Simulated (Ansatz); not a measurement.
# Cl3H: the cost of one run

The runs use Ansatz 0.2.0; RKS PBE0-D4/def2-TZVPD.

**1. The starting structure**

4 atoms, charge 0, spin multiplicity 1.

Atoms are counted from 1 here; the program's logs count them from 0.

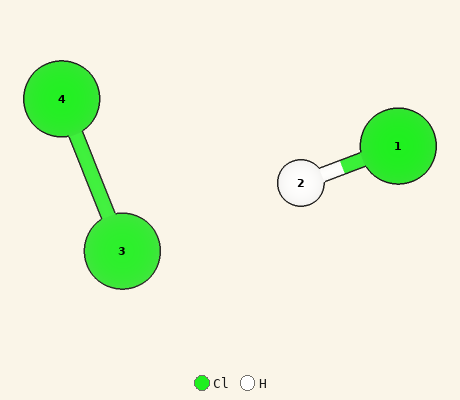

Start geometry, drawn with chlorine green, hydrogen white; atoms are numbered from 1 in the order of the file.

Geometry (Å):

```tsv
atom	x (Å)	y (Å)	z (Å)
Cl1	0.15032	0.44323	-2.19602
H2	0.00634	-0.09348	-1.01296
Cl3	-0.26200	-1.08242	1.15541
Cl4	0.10524	0.73267	2.05347
```

**5. Plan of the scan**

- distance Cl3···Cl1: 11 values from 3.212 to 5.812 Å
- turn of Cl1, H2 about its own atom Cl1: 10 values from −180 to 144 °, periodic

Nothing else is relaxed (both partners rigid). Energies count from the two partners far apart, frozen as in the relaxed pair, each in its own basis (no counterpoise correction). Points are written as (first, second).

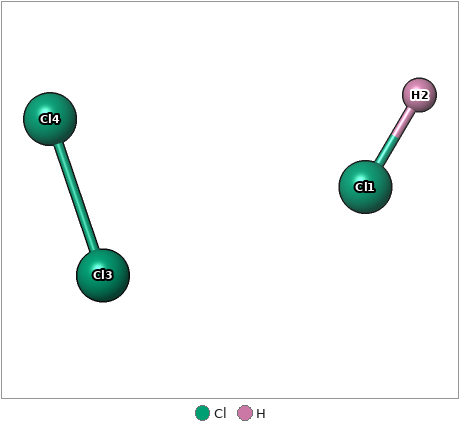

The geometry at (3.316 Å, −144°).

(The set-up runs are not shown.)

**6. Grid point (3.316 Å, −144°)**

input.yaml reads:

```yaml
crystal:
  periodic: [false, false, false]
  atoms:
    - { symbol: Cl, position_ang: [0.104597, 0.279746, -1.757346] }
    - { symbol: H, position_ang: [0.362773, 1.419787, -2.287586] }
    - { symbol: Cl, position_ang: [-0.259949, -1.062809, 1.252722] }
    - { symbol: Cl, position_ang: [0.098968, 0.705565, 2.069066] }
basis:
  gaussian: { orbitals: def2-TZVPD }
hamiltonian:
  xc: pbe0
  dispersion: d4
output:
  forces: true
```

The run is started by

```
$ ansatz run input.yaml --threads 1 --pin off --max-ram 2560MiB --backend cpu --events-out ev --progress --plain --runs-dir out
```

What time and memory should one allow on 1 thread of Arm Neoverse V2, shared host?

About 4.3 s, with a peak of 0.29 GiB.
